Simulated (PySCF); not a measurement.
## Electronic structure of C$_{7}$H$_{14}$Ge (SMILES CC(C)C1=C[CH2][GeH2][CH2]1) in real space

Input file:

```
{"job": {"kind": "uv", "xc": "wB97X-D", "basis": "def2-SVPD", "ip": true}, "charge": 0, "multiplicity": 1}
C     -2.317303    -0.081998    -0.968427
C     -1.374495    -0.809234    -0.010533
C     -1.942623    -0.856041     1.407379
C      0.024472    -0.216557    -0.035807
C      0.288051     1.055141     0.314598
C      1.683643     1.612087     0.280285
Ge     2.743040     0.065684    -0.327094
C      1.165667    -1.102354    -0.475975
H     -1.903394    -0.048278    -1.987393
H     -2.484886     0.957122    -0.643708
H     -3.298093    -0.581758    -1.013709
H     -1.286175    -1.851208    -0.363298
H     -1.275269    -1.406883     2.087515
H     -2.928244    -1.348110     1.422876
H     -2.066877     0.159658     1.814755
H     -0.528188     1.714526     0.635459
H      2.006088     1.976598     1.270045
H      1.768045     2.469965    -0.407915
H      3.464983     0.298394    -1.668402
H      3.771779    -0.421602     0.710751
H      1.240756    -2.000586     0.160363
H      1.009101    -1.466521    -1.505921
```

Launched as:

```sh
OMP_NUM_THREADS=1 python probes_run.py task.json out
```

Geometry: PBE0-D3(BJ)/def2-SVP.

All numbers below come from PySCF 2.14.0, wB97X-D/def2-SVPD, SCF density, gas phase.

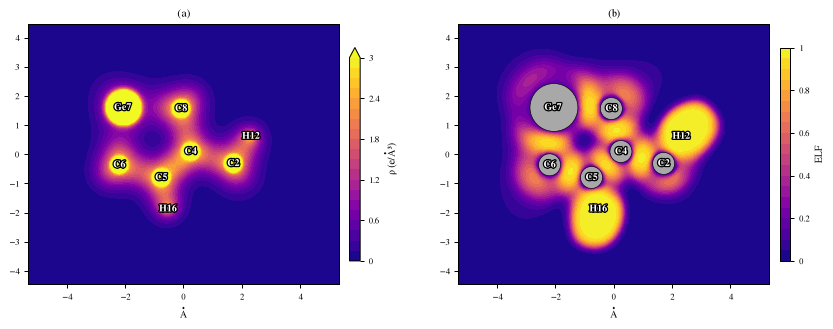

Figure 1. (a) electron density; (b) electron localisation function on the plane of atoms C2, C4 and C8. Grey discs cover the atomic cores in the ELF map.

> Read the bonding off the picture.

The plane passes through C, Ge and H nuclei.
C–C (1.35 Å): ρ is about 2.3 e/Å³ halfway; the ELF peaks at about 0.90 between the atoms (a multiple bond).
C–Ge (1.97 Å): ρ at the midpoint is about 0.87 e/Å³; the ELF peaks at about 0.95 in the valence shell of C, 0.7 Å from its nucleus, and is about 0.70 at the midpoint.
C–H (1.10 Å): ρ is about 1.9 e/Å³ halfway; the ELF climbs to about 1 towards the hydrogen, as it does in any bond to H: an ordinary covalent bond to hydrogen.
C–C (1.50 Å): ρ is about 1.7 e/Å³ halfway; the ELF peaks at about 0.95 between the atoms, as expected for a shared electron pair.

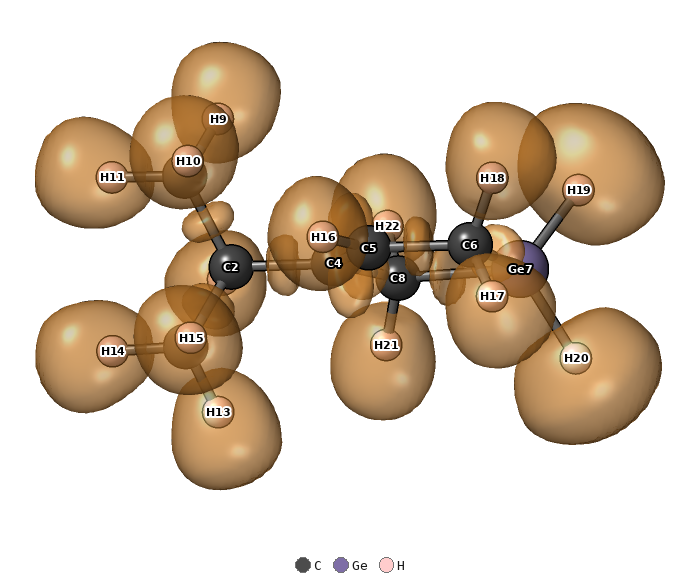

Figure 2. Isosurface of the ELF at 0.85 (orange), seen from one side. Only the valence region is drawn (cores and ρ < 0.01 e/Å³ removed).

> Where are the electrons localised?

At this value the surface marks out six regions between bonded C–C atoms (shared pairs), 14 regions around hydrogen nuclei and two lobes of the valence shell of C pointing towards Ge (polar bonds).

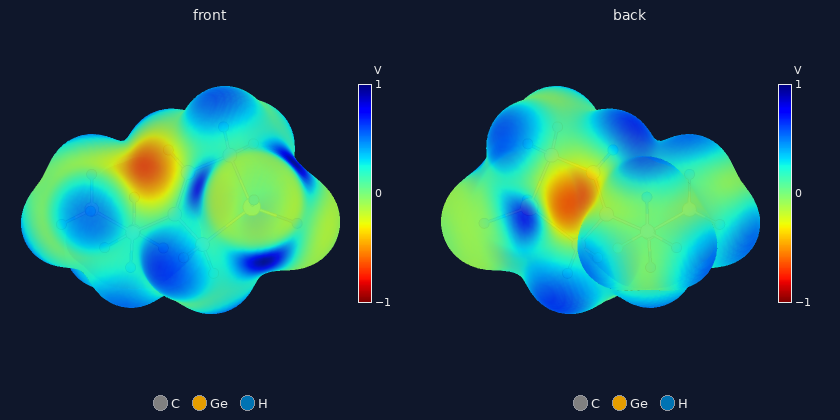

Figure 3. The electrostatic potential painted on the density surface at 0.002 e/bohr³, seen from the front and from behind; the colour scale runs from red (negative) to blue (positive).

> Describe the electrostatic potential map.

The most negative region (about −0.6 V, or −14 kcal/mol for a unit charge) lies over the π face of C4 and C5, the most positive (about +0.9 V, or +21 kcal/mol for a unit charge) over Ge7.

> How polar is the molecule by this calculation?

Its dipole moment is 0.52 D.
